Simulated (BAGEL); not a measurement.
**B2H4Cl2 (SMILES [BH2-]1[Cl+][BH2-][Cl+]1) at HF/6-31G(d) (density fitting with qzvpp-jkfit, spherical functions)**

What is the energy change on altering one bond length of B2H4Cl2 at HF/6-31G* (density fitting with qzvpp-jkfit, spherical functions)? 

Program for the calculation: BAGEL 1.2.2.

2 further runs of the same task are left out: 2 that didn't finish. Runs told in other sessions of the task aren't counted.

### Step 1. The molecule

B2H4Cl2 has 8 atoms, charge 0, and is taken as a singlet. SMILES: `[BH2-]1[Cl+][BH2-][Cl+]1`. The coordinates come from a GFN2-xTB relaxation.

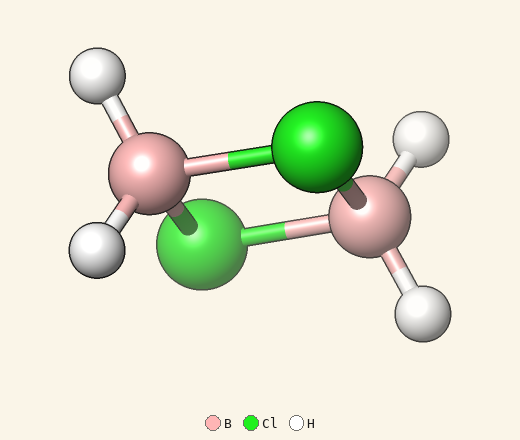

The structure, seen from a chosen angle (boron pink, chlorine green, hydrogen white).

### Step 2. A single-point energy at HF/6-31G(d) (density fitting with qzvpp-jkfit, spherical functions)

Contents of input.json:

```json
{ "bagel" : [

{
  "title" : "molecule",
  "basis" : "6-31gs.json",
  "df_basis" : "qzvpp-jkfit",
  "angstrom" : "true",
  "geometry" : [
    { "atom" : "B", "xyz" : [   -0.350670,    1.158840,   -0.443780 ] },
    { "atom" : "Cl", "xyz" : [   -1.121800,   -0.030220,    0.808250 ] },
    { "atom" : "B", "xyz" : [    0.351220,   -1.159670,    0.443610 ] },
    { "atom" : "Cl", "xyz" : [    1.114490,    0.023940,   -0.819690 ] },
    { "atom" : "H", "xyz" : [   -1.043100,    1.274870,   -1.389840 ] },
    { "atom" : "H", "xyz" : [    0.012300,    2.145660,    0.087030 ] },
    { "atom" : "H", "xyz" : [    1.043490,   -1.259540,    1.391870 ] },
    { "atom" : "H", "xyz" : [   -0.005930,   -2.153880,   -0.077460 ] }
  ]
},
{
  "title" : "hf"
},
{
  "title" : "print",
  "file" : "orbitals.molden",
  "orbitals" : "true"
}

]}
```

The basis set 6-31G* is read from a file made from the Basis Set Exchange's data (not shown).

Launch:

```
$ BAGEL_NUM_THREADS=1 BAGEL input.json > input.out
```

Output:

```text
* using 1 threads per process

  ===============================================================
  ===============================================================

  *** Geometry ***

  { "atom" : "B", "xyz" : [     -0.662670,      2.189890,     -0.838623 ] },
  { "atom" : "Cl", "xyz" : [     -2.119895,     -0.057108,      1.527371 ] },
  { "atom" : "B", "xyz" : [      0.663710,     -2.191459,      0.838301 ] },
  { "atom" : "Cl", "xyz" : [      2.106081,      0.045240,     -1.548990 ] },
  { "atom" : "H", "xyz" : [     -1.971173,      2.409155,     -2.626417 ] },
  { "atom" : "H", "xyz" : [      0.023244,      4.054710,      0.164463 ] },
  { "atom" : "H", "xyz" : [      1.971910,     -2.380186,      2.630253 ] },
  { "atom" : "H", "xyz" : [     -0.011206,     -4.070243,     -0.146378 ] },

  Number of auxiliary basis functions:      478

  Since a DF basis is specified, we compute 2- and 3-index integrals:
    o Being stored without compression. Storage requirement is 0.020 GB

  Number of basis functions:       72
  Number of electrons      :       48

    * METHOD: MOLECULE                             0.50

  *** RHF ***

  === Nuclear Repulsion ===
   196.8636397515

      * DIIS with orbital gradients will be used.

  === RHF iteration (6-31gs.json) ===
      0       -970.61860444          0.00850129           0.11
      1       -970.65978857          0.00231778           0.10
      2       -970.66343865          0.00064184           0.08
      3       -970.66367456          0.00014067           0.07
      4       -970.66369447          0.00002550           0.08
      5       -970.66369533          0.00000828           0.07
      6       -970.66369540          0.00000219           0.07
      7       -970.66369541          0.00000033           0.07
      8       -970.66369541          0.00000010           0.07
      9       -970.66369541          0.00000003           0.07
     10       -970.66369541          0.00000001           0.07
    * SCF iteration converged.

    * Permanent dipole moment:
           (    0.000104,     0.003106,     0.001180) a.u.

    * METHOD: HF                                   1.13

    * METHOD: PRINT                                0.01

  ===============================================================
```

Wall time 2 s (1 thread of Intel Xeon Platinum 8259CL at 2.50GHz (Skylake/Cascade Lake), shared host); peak memory 0.1 GiB.

### Step 3. The distorted shape at the same level

Contents of input.json:

```json
{ "bagel": [

{
  "title": "molecule",
  "basis": "6-31gs.json",
  "df_basis": "qzvpp-jkfit",
  "angstrom": "true",
  "geometry": [
    { "atom": "B", "xyz": [      -0.142969,       1.124036,      -0.160000 ] },
    { "atom": "Cl", "xyz": [      -0.914099,      -0.065024,       1.092030 ] },
    { "atom": "B", "xyz": [       0.558921,      -1.194474,       0.727390 ] },
    { "atom": "Cl", "xyz": [       1.322191,      -0.010864,      -0.535910 ] },
    { "atom": "H", "xyz": [      -1.043100,       1.274870,      -1.389840 ] },
    { "atom": "H", "xyz": [       0.220001,       2.110856,       0.370810 ] },
    { "atom": "H", "xyz": [       1.251191,      -1.294344,       1.675650 ] },
    { "atom": "H", "xyz": [       0.201771,      -2.188684,       0.206320 ] }
  ]
},

{
  "title": "hf"
},

{
  "title": "print",
  "file": "orbitals.molden",
  "orbitals": "true"
}

]}
```

The basis set 6-31G* is read from a file made from the Basis Set Exchange's data (not shown).

Launch:

```
$ BAGEL_NUM_THREADS=1 BAGEL input.json > input.out
```

Output:

```text
* using 1 threads per process

  ===============================================================
  ===============================================================

  *** Geometry ***

  { "atom" : "B", "xyz" : [     -0.270172,      2.124120,     -0.302356 ] },
  { "atom" : "Cl", "xyz" : [     -1.727397,     -0.122878,      2.063638 ] },
  { "atom" : "B", "xyz" : [      1.056208,     -2.257229,      1.374568 ] },
  { "atom" : "Cl", "xyz" : [      2.498579,     -0.020530,     -1.012723 ] },
  { "atom" : "H", "xyz" : [     -1.971173,      2.409155,     -2.626417 ] },
  { "atom" : "H", "xyz" : [      0.415742,      3.988940,      0.700729 ] },
  { "atom" : "H", "xyz" : [      2.364408,     -2.445956,      3.166520 ] },
  { "atom" : "H", "xyz" : [      0.381292,     -4.136013,      0.389888 ] },

  Number of auxiliary basis functions:      478

  Since a DF basis is specified, we compute 2- and 3-index integrals:
    o Being stored without compression. Storage requirement is 0.020 GB

  Number of basis functions:       72
  Number of electrons      :       48

    * METHOD: MOLECULE                             0.35

  *** RHF ***

  === Nuclear Repulsion ===
   195.5732751088

      * DIIS with orbital gradients will be used.

  === RHF iteration (6-31gs.json) ===
      0       -970.58070750          0.00853214           0.10
      1       -970.62403242          0.00255416           0.08
      2       -970.62825361          0.00089962           0.09
      3       -970.62871013          0.00015333           0.09
      4       -970.62873746          0.00003072           0.09
      5       -970.62873869          0.00000969           0.08
      6       -970.62873880          0.00000254           0.07
      7       -970.62873881          0.00000038           0.07
      8       -970.62873881          0.00000013           0.07
      9       -970.62873881          0.00000004           0.07
     10       -970.62873881          0.00000001           0.10
    * SCF iteration converged.

    * Permanent dipole moment:
           (   -0.151904,     0.090881,    -0.204617) a.u.

    * METHOD: HF                                   1.07

    * METHOD: PRINT                                0.02

  ===============================================================
```

Wall time 1.8 s (1 thread of Intel Xeon Platinum 8259CL at 2.50GHz (Skylake/Cascade Lake), shared host); peak memory 0.1 GiB.

### Step 4. Summary of results

At HF/6-31G* (density fitting with qzvpp-jkfit, spherical functions):

| quantity | value |
| --- | --- |
| first shape: total energy | -970.66370 Eh |
| first shape: dipole moment | 0.01 D |
| first shape: HOMO energy | -11.50 eV |
| first shape: LUMO energy | 3.98 eV |
| first shape: HOMO–LUMO gap | 15.48 eV |
| distorted shape: total energy | -970.62874 Eh |
| distorted shape: dipole moment | 0.69 D |
| distorted shape: HOMO energy | -11.04 eV |
| distorted shape: LUMO energy | 3.80 eV |
| distorted shape: HOMO–LUMO gap | 14.84 eV |
| energy change with the B1–H5 bond stretched from 1.178 to 1.532 Å | 0.951 eV |

**Reading.** With the B1–H5 bond stretched from 1.178 to 1.532 Å the energy rises by 0.95 eV (91.8 kJ/mol). The first shape isn't relaxed at this level, so the change isn't measured from a minimum.
